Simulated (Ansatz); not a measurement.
# Is the response still linear at 0.25 V/Å? Al2SSe under WSi2As4, AA'

The dipole of a slab grows in proportion to a weak field along its normal. Does the weak-field slope carry to a strong field?

Set-up. Ansatz 0.2.0, plane waves with PAW datasets (its set soft_2), PBE-D3(BJ); atoms held at their relaxed places, 18 Å of vacuum, dipole correction, cell area 11.13 Å², 18×18 k-points, smearing 0.02585 eV. Without field the slab has a gap of 0.67 eV.

| run | field (V/Å) | dipole (e·Å) |
| --- | --- | --- |
| run 1 | −0.03 | −0.04312 |
| run 2 | 0.00 | −0.00873 |
| run 3 | 0.03 | 0.02569 |
| run 4 | 0.25 | ? |

Q: Estimate the withheld value from the rows shown.

A least-squares line through the 3 rows shown has slope 1.146833 and intercept −0.008720; no row lies more than 0.00001 e·Å off it. A perfect conductor with that slope would be 180.95 × 1.14683 / 11.13 = 18.65 Å thick. At 0.25 it gives 1.146833 × 0.25 + (−0.008720) = 0.27799 e·Å, beyond the rows fitted. Rounding and scatter of the rows alone allow about ±0.00008 e·Å there.

The run itself gives 0.27871 e·Å: a miss of +0.00072 e·Å. That is under 1 % of the induced dipole, so the response is still linear.

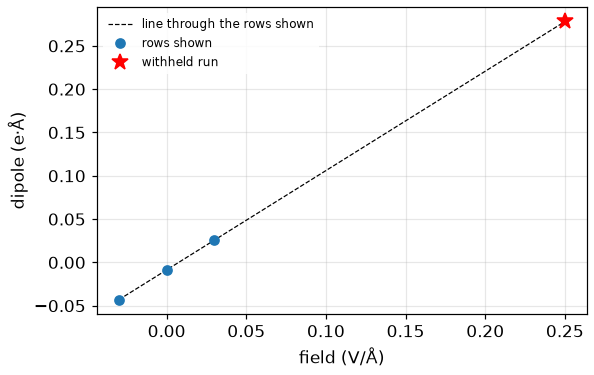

The fit and the withheld run.

**Limits.** Ions are held, so this is the electronic response. Of the series that stay linear within 1 %, this collection keeps about one in seven, and it keeps all that bend. Spin-orbit coupling is left out, which changes the bands of elements this heavy.
